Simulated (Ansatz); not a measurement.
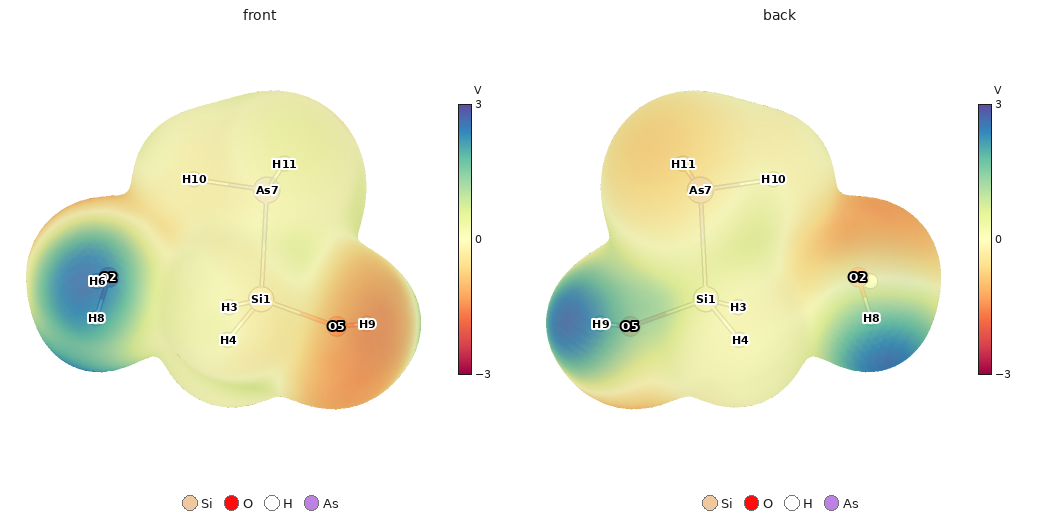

Figure 1: AsH₅OSi···H₂O. The molecular electrostatic potential painted on the density surface at 0.002 e/bohr³, seen from the front and from behind; the colour scale runs from red (negative) to blue (positive).

The product side of a reaction path; geometry: PBE0-D4/def2-TZVP; a saddle point, not a minimum.

These are results of RKS PBE0-D4/def2-TZVPP in Ansatz, not measurements.

| atom | x (Å) | y (Å) | z (Å) |
| --- | --- | --- | --- |
| Si | 0.1405 | 0.2918 | -0.8608 |
| O | 0.3358 | -1.8346 | 1.4443 |
| H | 1.5034 | 0.2038 | -0.2878 |
| H | -0.3545 | -1.0609 | -1.2395 |
| O | 0.3394 | 1.2286 | -2.2114 |
| H | 1.2448 | -1.7140 | 1.7292 |
| As | -1.4741 | 1.3043 | 0.5386 |
| H | 0.3406 | -2.6369 | 0.9167 |
| H | -0.4465 | 1.4419 | -2.7163 |
| H | -1.1319 | 0.3929 | 1.7026 |
| H | -0.4976 | 2.3830 | 0.9845 |

Question: Where is the surface potential most negative and most positive?

Answer: The most negative region (about −1.4 V) lies over O5, the most positive (about +2.6 V) over H6, H8 and H9. O5 is the likeliest acceptor of a hydrogen bond.
